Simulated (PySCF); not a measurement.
# CeF2 (Ce(F)22+): the cost of one run

Computed with PySCF 2.14.0. Level: several levels, as the steps say, no spin–orbit coupling.

1 further run of the same task is left out (for a known fault of the program).

### 1 Where the work starts

3 atoms, charge 2, spin multiplicity 1.

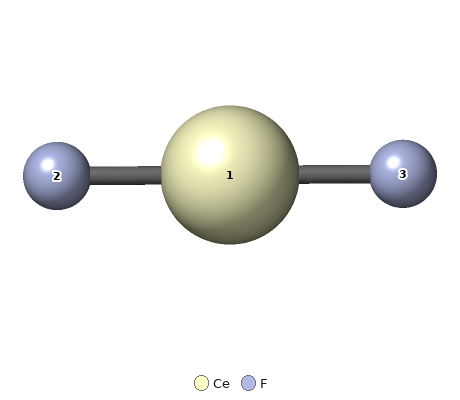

The structure; cerium light yellow, fluorine light blue; atoms are numbered from 1 in the order of the file.

As a file:

```xyz
3

Ce    0.0000    0.0000    0.3794
F     1.8656    0.0000    0.3803
F    -1.8656    0.0000    0.3803
```

Formal oxidation states: Ce +4. An earlier session relaxed this geometry at PBE0, Ce def2-SVP with ECP28, F def2-SVP (singlet, point group D∞h).

At PBE0 on the finer grid: E = -673.694141 Eh, HOMO -24.39 eV, LUMO -18.14 eV, Mulliken charge on Ce1 +1.97 e, largest force component 0.003 eV/Å. 

Levels to run: TPSSh; BLYP; PBE0, TZVP. Hardware: 2 threads of Arm Neoverse V2, shared host.

### 2 TPSSh

File run.py (the lines that set the calculation):

```python
mol = gto.M(atom='''
Ce     0.00000     0.00000     0.37943
F      1.86560     0.00000     0.38029
F     -1.86560     0.00000     0.38029''',
    basis={'Ce': 'def2-SVP', 'F': 'def2-SVP'},
    ecp={'Ce': 'def2-SVP'},
    charge=2, spin=0)
mf = dft.RKS(mol, xc='TPSSH')
mf.grids.atom_grid = (75, 302)  # f atoms: unpruned, at least (60, 302)
mf = mf.density_fit()  # fitting sets: Ce def2-universal-JKFIT, F def2-universal-JKFIT
mf.conv_tol = 1e-08; mf.max_cycle = 55
mf.kernel(dm0)  # dm0: the density of the relaxed state
```

On the command line:

```sh
OMP_NUM_THREADS=2 python run.py
```

**Question.** How long does this run take on 2 threads of Arm Neoverse V2, shared host?

About 4.2 s.
